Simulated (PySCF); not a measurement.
**F₃IZr (ZrIF3): density, localisation and related maps**

Input

```
{"job": {"kind": "uv", "xc": "wB97X-D", "basis": "def2-SVPD", "ip": true, "nstates": 10}, "charge": 0, "multiplicity": 1}
Zr     0.039972    -0.019388    -0.167034
I     -0.384840    -0.072992     2.511358
F      1.892359    -0.054419    -0.524588
F     -0.697605     1.552291    -0.905238
F     -0.775037    -1.515971    -0.976619
```

Run with:

```sh
OMP_NUM_THREADS=1 python probes_run.py task.json out
```

Geometry: PBE0-D3(BJ)/def2-SVP; core potentials replace the inner electrons of Zr and I.

The calculation used PySCF 2.14.0, wB97X-D/def2-SVPD, SCF density, gas phase, scalar-relativistic core potentials on the heavy atoms.

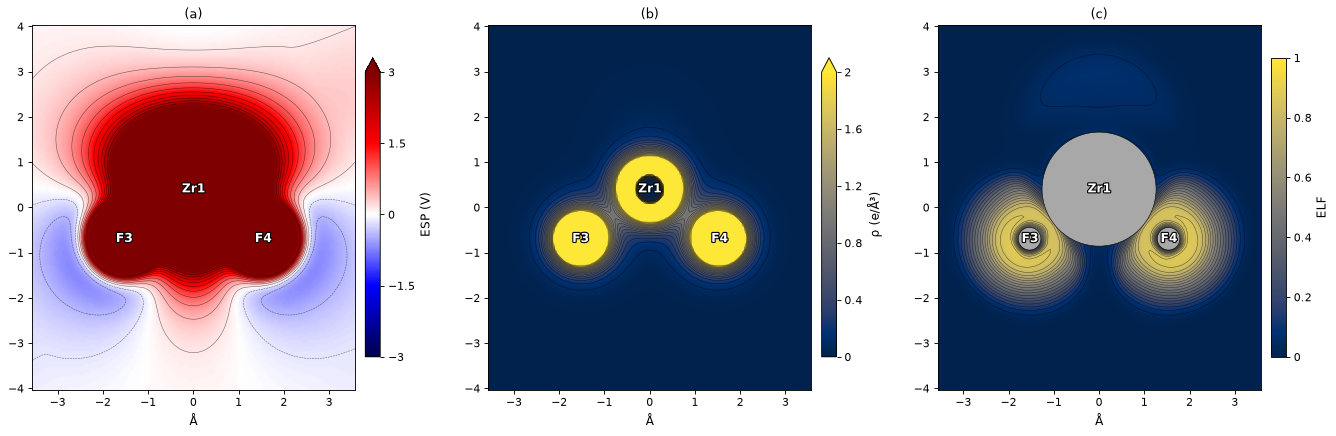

Figure 1. (a) molecular electrostatic potential; (b) electron density; (c) ELF on the plane of atoms F3, Zr1 and F4. Grey discs cover the atomic cores in the ELF map.

Interpret the plot.

Answer.
- Atoms in the plane: Zr and F.
- Zr–F (1.89 Å): the density is about 0.96 e/Å³ at the midpoint; the ELF peaks at about 0.85 in the valence shell of F, 0.5 Å from its nucleus, and drops to about 0.20 between the two atoms.
- Outside the dense part of the molecule the potential is most negative (−0.7 V) near F3 and F4.

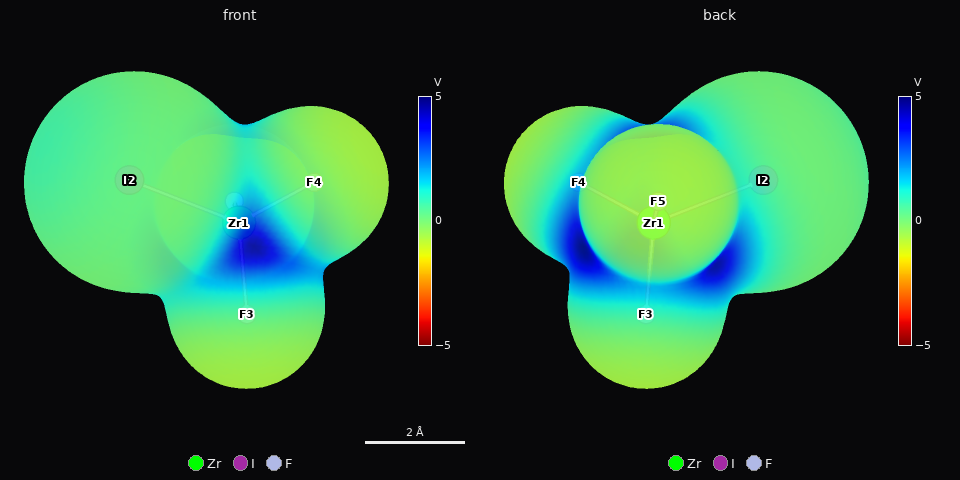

Figure 2. The electrostatic potential painted on the density surface at 0.002 e/bohr³, seen from the front and from behind; the colour scale runs from red (negative) to blue (positive).

Which sites attract a positive test charge, and which a negative one?

Answer. A positive charge is drawn to the negative regions and a negative charge to the positive ones. The most negative region (about −0.7 V) lies over F3, F4 and F5, the most positive (about +4.5 V) over Zr1. I2 shows a σ-hole: about +0.7 V at the tip opposite its bond, against about 0.0 V on its flanks.

How polar is the molecule by this calculation?

Answer. Its dipole moment is 0.14 D.
